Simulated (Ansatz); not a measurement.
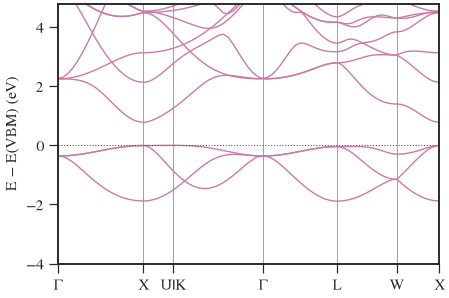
Fig. 1. Band structure from plane-wave PAW r²SCAN (Ansatz code)

The gap is 0.78 eV; an edge lies off the plotted path or next to a special point (maximum on the X–U line, 96 % of the way from X, minimum at X).

Task: Which of these materials gives this?
A) BiB, zinc blende
B) Si, Fd-3m (Si on 32e)
C) Ca2Si, fluorite or antifluorite type
D) CaSe, rock salt

Result: C, Ca2Si, fluorite or antifluorite type

Space group Fm-3m (fluorite or antifluorite type). The first step of the workflow began from a Materials Project structure, measured or hypothetical; the Crystallography Open Database copy checked does not list it. Whether it is the stable phase at ambient conditions was not checked. The cell was relaxed with r²SCAN under the symmetry of its start; its stability against distortions is not shown here.

Potentials: the later of the program's two PAW sets.
